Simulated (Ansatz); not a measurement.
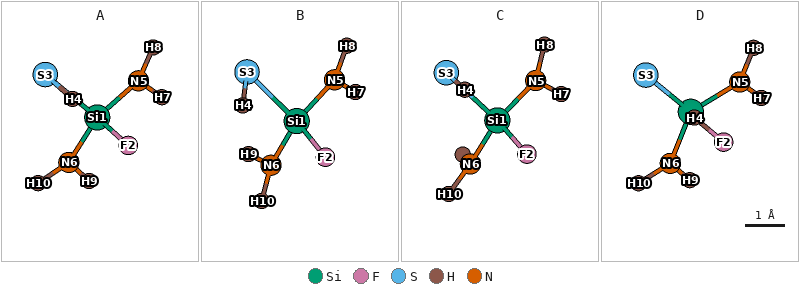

4 geometries from a converged minimum-energy path of SiN2H5SF, shuffled. The picture is a ball-and-stick view, seen from a free direction.

Theory: Ansatz, RKS BHLYP-D4/def2-SVP. Set-up: 9 movable images; climbing image; force threshold 0.03 eV/Å; iteration limit 60; starting path through a guess of the saddle point.

**Which frame is the transition state?**

D. In order along the path, whose images run from 0 to 10: B (image 0, 0.0 kcal/mol), C (image 2, +0.6 kcal/mol), A (image 5, +6.3 kcal/mol), D (image 7, +47.2 kcal/mol). Breaking: S3–H4 (1.34 → 1.79 at the top → 2.26 Å), Si1–F2 (1.62 → 1.96 at the top → 2.74 Å). Forming: F2–H4 (2.73 → 1.08 at the top → 0.93 Å).

Cost: 8.1 min on 2 threads of Arm Neoverse V1, with other jobs on the host, peak memory 0.25 GiB.
